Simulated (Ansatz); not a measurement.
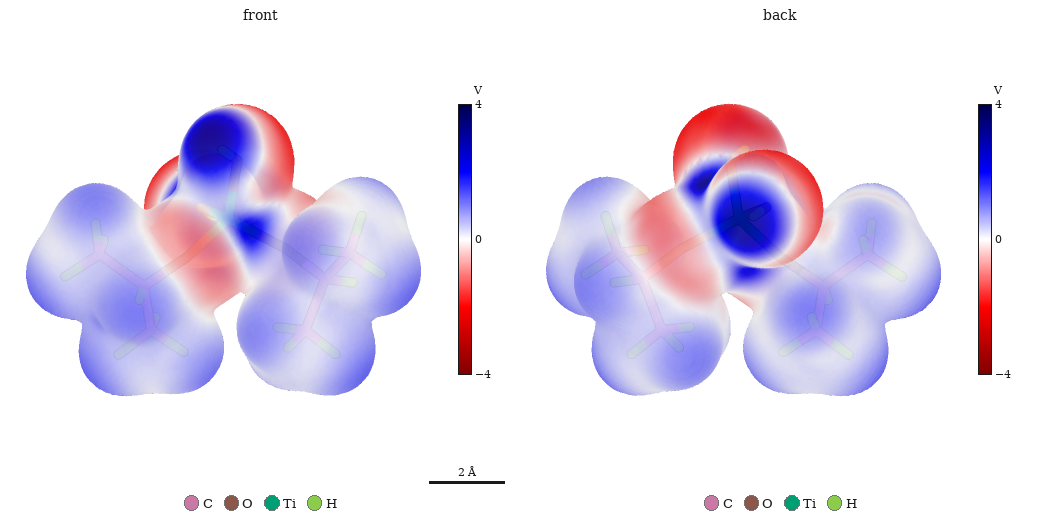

Figure. C6H16O4Ti (SMILES CC(C)[O][Ti]([OH])([OH])[O]C(C)C). The electrostatic potential painted on the density surface at 0.004 e/bohr³, seen from the front and from behind; the colour scale runs from red (negative) to blue (positive).

Geometry: PBE0-D4/def2-TZVP.

Level of theory: RKS PBE0-D4/def2-TZVPP (Ansatz 0.2.0).

Input file:

```
crystal:
  periodic: [false, false, false]
  atoms:
    - {symbol: C, position_ang: [-0.125183, 1.044591, -2.426747]}
    - {symbol: C, position_ang: [-0.024942, 2.207561, -1.458811]}
    - {symbol: C, position_ang: [1.356211, 2.833413, -1.447012]}
    - {symbol: O, position_ang: [-0.368627, 1.786816, -0.164847]}
    - {symbol: Ti, position_ang: [-0.062371, 0.769703, 1.262076]}
    - {symbol: O, position_ang: [1.254264, 1.506996, 2.272917]}
    - {symbol: O, position_ang: [-1.594585, 0.620486, 2.222276]}
    - {symbol: O, position_ang: [0.464206, -0.850145, 0.747825]}
    - {symbol: C, position_ang: [0.140114, -2.216797, 0.662317]}
    - {symbol: C, position_ang: [-1.070251, -2.403359, -0.232038]}
    - {symbol: C, position_ang: [-0.078579, -2.782339, 2.052032]}
    - {symbol: H, position_ang: [0.094605, 1.371096, -3.445987]}
    - {symbol: H, position_ang: [0.587974, 0.263208, -2.150928]}
    - {symbol: H, position_ang: [-1.129591, 0.616982, -2.409719]}
    - {symbol: H, position_ang: [-0.757952, 2.973800, -1.746480]}
    - {symbol: H, position_ang: [2.108539, 2.084477, -1.184222]}
    - {symbol: H, position_ang: [1.603598, 3.240195, -2.430477]}
    - {symbol: H, position_ang: [1.404560, 3.639308, -0.713071]}
    - {symbol: H, position_ang: [2.081503, 1.107145, 2.541504]}
    - {symbol: H, position_ang: [-2.454229, 0.989634, 2.017854]}
    - {symbol: H, position_ang: [1.003030, -2.717058, 0.202153]}
    - {symbol: H, position_ang: [-0.891215, -1.969052, -1.217197]}
    - {symbol: H, position_ang: [-1.941774, -1.914201, 0.211709]}
    - {symbol: H, position_ang: [-1.297124, -3.464703, -0.357451]}
    - {symbol: H, position_ang: [-0.923143, -2.280934, 2.531898]}
    - {symbol: H, position_ang: [-0.289598, -3.853307, 2.003885]}
    - {symbol: H, position_ang: [0.808863, -2.633912, 2.670342]}
basis:
  gaussian: {orbitals: def2-TZVPP}
hamiltonian: {xc: pbe0, dispersion: d4}
output: {orbitals: {seedname: orbitals}}
```

Command:

```sh
ansatz run in.yaml --threads 10 --pin off --events-out ev --progress --plain --max-ram 110592MiB --backend cuda --devices 0, --max-vram 75GiB
```

### Describe the electrostatic potential map.

The most negative region (about −1.8 V) lies over O6, the most positive (about +3.0 V) over Ti5, H19 and H20. O6 is the likeliest acceptor of a hydrogen bond.
